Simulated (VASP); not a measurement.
Band structure of NbSc3N4 (ordered alloy cell). These are PBEsol GGA, VASP's PBE PAW potentials (set 64) (plane waves; VASP) values and carry that method's errors.

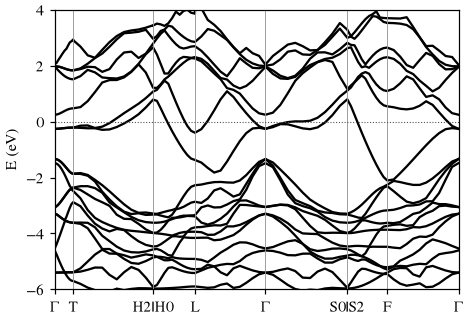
*Bands along high-symmetry lines, zero at the valence-band maximum or, without a gap, the Fermi level*

**Question.** Read the plot: is there a gap, and where are the band edges?

**Answer.** It has no gap at this level: it comes out as a metal or semimetal. (Edges off the drawn lines would not show.)

The structure was generated: NbSc3N4 was put into an ordered model structure (R-3m), which need not be its known phase. It was relaxed first.
